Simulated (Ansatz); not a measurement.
Reaction (SMILES): N#P (N-P) + 3 [H][H] (H2) → N (NH3) + P (PH3)
B3LYP-D3(BJ)/def2-TZVP geometries, fixed; electronic energies without zero-point terms.

Basis-set convergence of the energy of full hydrogenation at CCSD(T) with Ansatz (a program for electronic structure). Cartesian d functions, on some or all atoms, in 6-311+G**; all else is spherical. Cores are frozen. A restricted Hartree-Fock determinant is unstable towards unrestricted orbitals. No added dispersion term, no relativity. Functions are those of the species that has most. Reference: Hartree-Fock in aug-cc-pV(Q+d)Z plus the correlation part extrapolated as X^-3 from aug-cc-pV(T+d)Z and aug-cc-pV(Q+d)Z, -66.41 kcal/mol, itself unsure by roughly 0.24 kcal/mol (a third of the extrapolation step and of the last Hartree-Fock step). Deviations are taken from unrounded values.

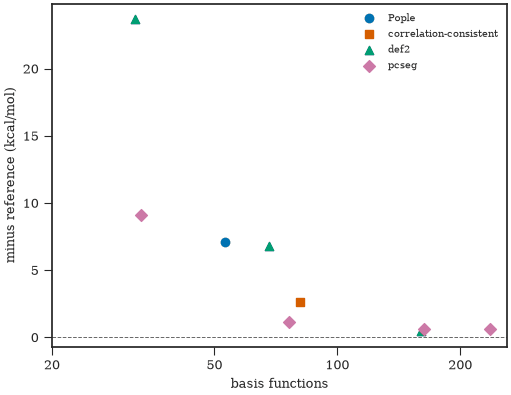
Fig. 1. Deviation from the reference against the number of basis functions, by family of sets.

```tsv
basis	functions	energy of full hydrogenation (kcal/mol)	minus reference (kcal/mol)
def2-SV(P)	32	-42.73	23.67
pcseg-1	33	-57.28	9.13
6-311+G**	53	-59.34	7.07
def2-TZVP	68	-59.61	6.80
pcseg-2	76	-65.23	1.18
cc-pV(T+d)Z	81	-63.75	2.66
def2-QZVPP	160	-65.93	0.47
pcseg-3	163	-65.80	0.60
aug-pcseg-3	236	-65.78	0.62
```
